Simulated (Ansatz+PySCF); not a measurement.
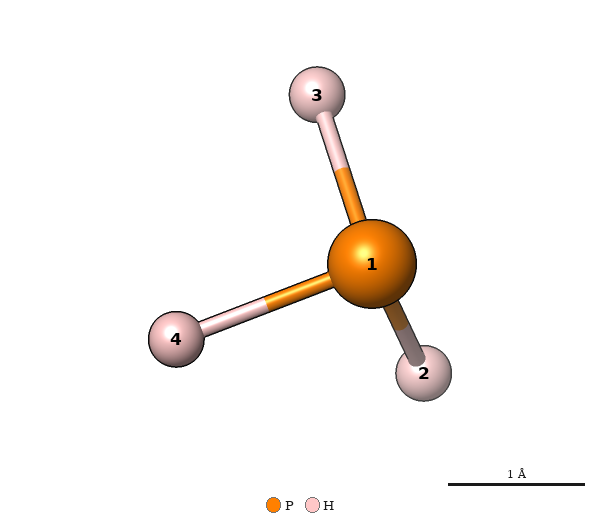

Source: calculation with Ansatz+PySCF.

Orthographic view. Distant atoms are faded towards the background colour. Geometry: a fixed input geometry, not necessarily a minimum.

Give the geometry as a Z-matrix, atoms in numerical order, with these reference atoms: 2 to 1; 3 to 1, 2; 4 to 1, 3, 2.

```
P  
H    1   1.543
H    1   1.543   2    93.0
H    1   1.543   3    93.0   2   -93.1
```
